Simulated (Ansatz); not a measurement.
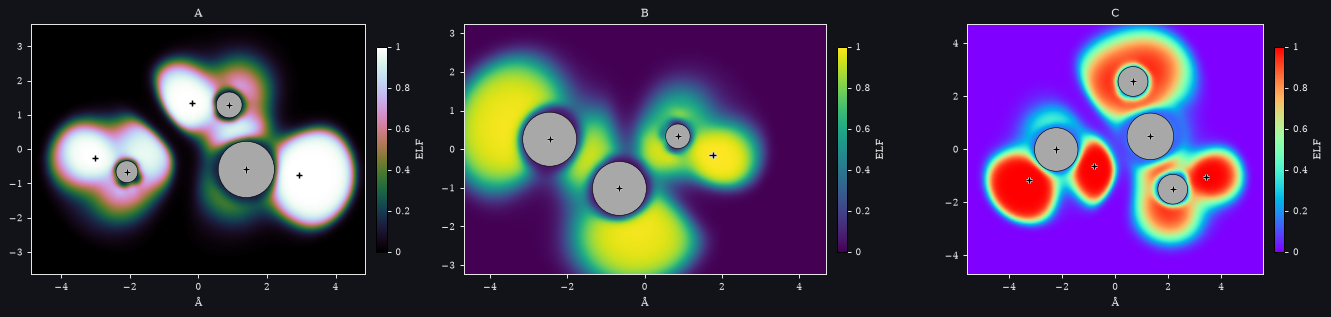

The ELF of 3 systems, each on a plane through atoms (crosses mark nuclei in the plane; grey discs cover the cores).

All numbers below come from RKS PBE0-D4/def2-TZVPP in Ansatz 0.2.0.

System 1: GeH4···H2S2Zn, the plane of atoms H7, Ge1 and H9. The reactant side of a reaction path; geometry: PBE0-D4/def2-TZVP.

| atom | x (Å) | y (Å) | z (Å) |
| --- | --- | --- | --- |
| Ge | 1.4543 | 0.7850 | -1.0755 |
| H | 0.5852 | 0.5322 | -2.3103 |
| H | -2.5796 | 0.1491 | -0.9637 |
| S | -2.2495 | 0.9904 | 0.0324 |
| Zn | -1.0986 | -0.5300 | 1.0747 |
| S | -0.1127 | -2.0677 | 2.2390 |
| H | 2.9357 | 0.5554 | -1.4070 |
| H | 1.2362 | 2.1978 | -0.5300 |
| H | 1.0583 | -0.2351 | 0.0191 |
| H | -1.2294 | -2.3772 | 2.9215 |

System 2: CH6Ge···NH3, the plane of atoms H4, Ge1 and C5. The product side of a reaction path; geometry: PBE0-D4/def2-TZVP.

```json
{"atom": "Ge", "x (Å)": "-1.3251", "y (Å)": "0.6273", "z (Å)": "-0.0764"}
{"atom": "N", "x (Å)": "1.3533", "y (Å)": "-1.1804", "z (Å)": "1.2273"}
{"atom": "H", "x (Å)": "-1.7383", "y (Å)": "-0.8242", "z (Å)": "0.2329"}
{"atom": "H", "x (Å)": "-2.5981", "y (Å)": "1.3959", "z (Å)": "-0.4907"}
{"atom": "C", "x (Å)": "0.0121", "y (Å)": "0.6925", "z (Å)": "-1.4911"}
{"atom": "H", "x (Å)": "1.3352", "y (Å)": "-0.5579", "z (Å)": "2.0260"}
{"atom": "H", "x (Å)": "-0.7959", "y (Å)": "1.2688", "z (Å)": "1.2204"}
{"atom": "H", "x (Å)": "0.6835", "y (Å)": "-1.9174", "z (Å)": "1.4113"}
{"atom": "H", "x (Å)": "2.2706", "y (Å)": "-1.6088", "z (Å)": "1.2021"}
{"atom": "H", "x (Å)": "0.2914", "y (Å)": "1.7251", "z (Å)": "-1.7039"}
{"atom": "H", "x (Å)": "0.8881", "y (Å)": "0.1390", "z (Å)": "-1.1535"}
{"atom": "H", "x (Å)": "-0.3770", "y (Å)": "0.2402", "z (Å)": "-2.4042"}
```

System 3: H3NSi2, the plane of atoms Si2, N1 and H5. Geometry: PBE0-D4/def2-TZVP.

```yaml
atoms:
  - { symbol: N, position_ang: [-0.2175, 0.4874, -0.3055] }
  - { symbol: Si, position_ang: [1.3894, -0.6155, 0.2513] }
  - { symbol: Si, position_ang: [0.4898, -2.2405, 1.4453] }
  - { symbol: H, position_ang: [-0.8622, -0.0720, -0.8535] }
  - { symbol: H, position_ang: [0.0753, 1.2781, -0.8691] }
  - { symbol: H, position_ang: [-0.7068, 0.8417, 0.5092] }
```

**Match each panel to its system.**

Panel A is system 2, CH6Ge···NH3: the plane holds Ge, N, H and C. Ge1···N2 (3.48 Å): the ELF dips to about 0 between them: a weak contact between the two molecules. Panel B is system 3, H3NSi2: the plane holds N, Si and H. Si–N (2.03 Å): the ELF peaks at about 0.95 in the valence shell of N, 0.7 Å from its nucleus, and is about 0.75 at the midpoint. Panel C is system 1, GeH4···H2S2Zn: the plane holds Ge, S, Zn and H. Zn5···H9 (2.42 Å): the ELF dips to about 0.10 between them.
